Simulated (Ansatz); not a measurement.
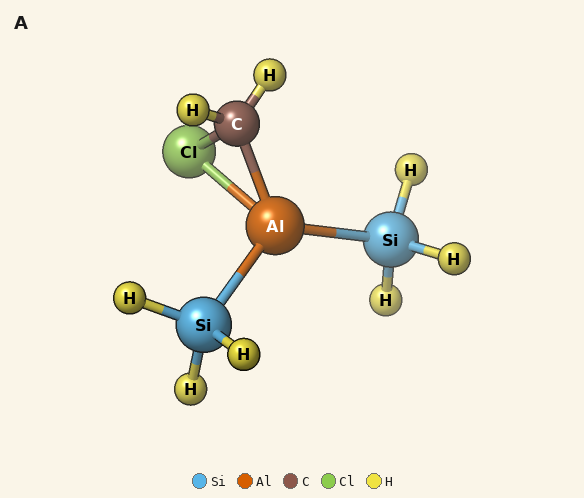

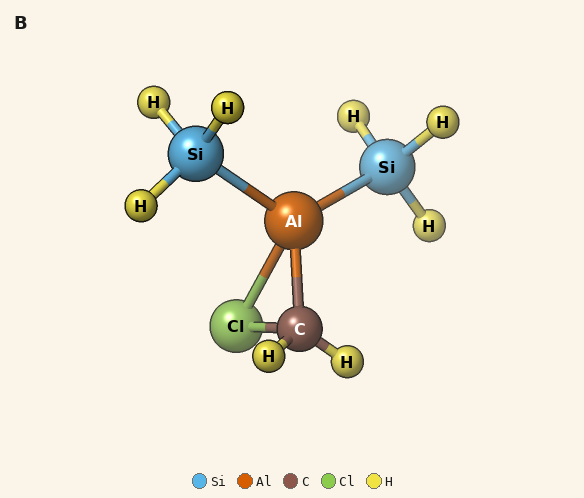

Distant atoms are faded towards the background colour. Computed geometry: PBE0-D4/def2-TZVP optimisation. No frequency run is at hand to confirm it as a minimum.

Q: How are A and B related: the same structure turned, mirror images, conformers, diastereomers or constitutional isomers?

A: They are the same structure, CH8AlClSi2, seen from two directions. With point group Cs it is achiral, so its mirror image would be the same too.
